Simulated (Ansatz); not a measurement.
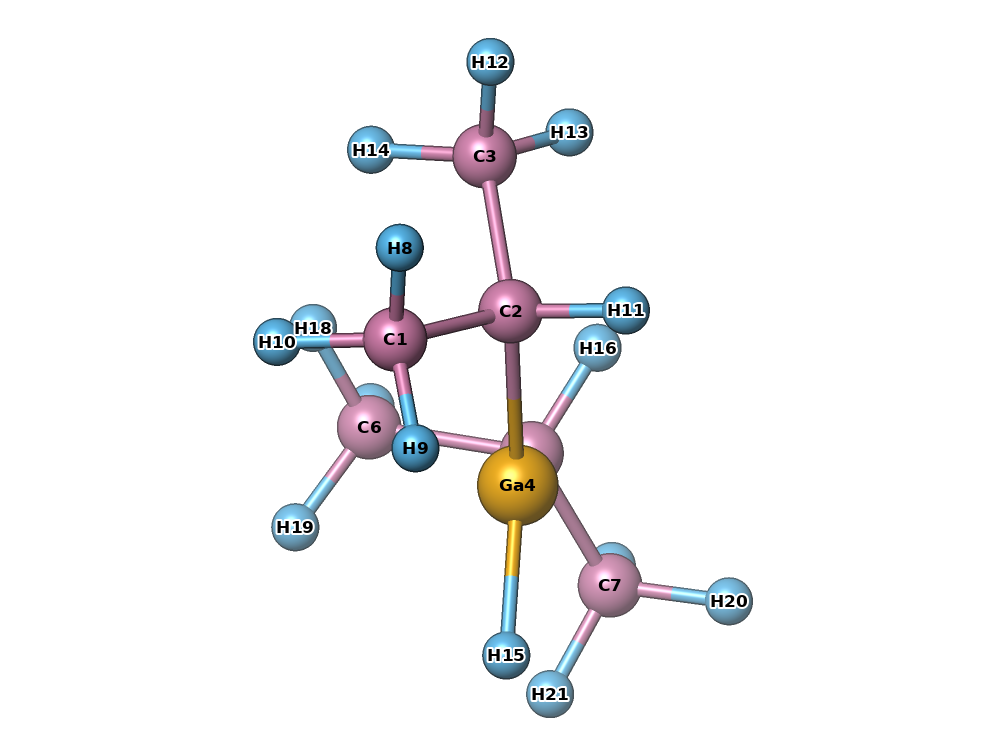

Figure made from data computed with Ansatz.

C5 lies behind Ga4. The molecule seen nearly along the Ga4–C5 bond, Ga4 in front. Depth is shown by fading: the farther an atom, the more it takes the colour of the background. State: charge +1, doublet. Geometry: the geometry of the neutral molecule.

**What is the torsion angle C2–Ga4–C5–C6? The sign is positive where the front bond must turn clockwise to cover the back bond.**

−84°, about perpendicular.
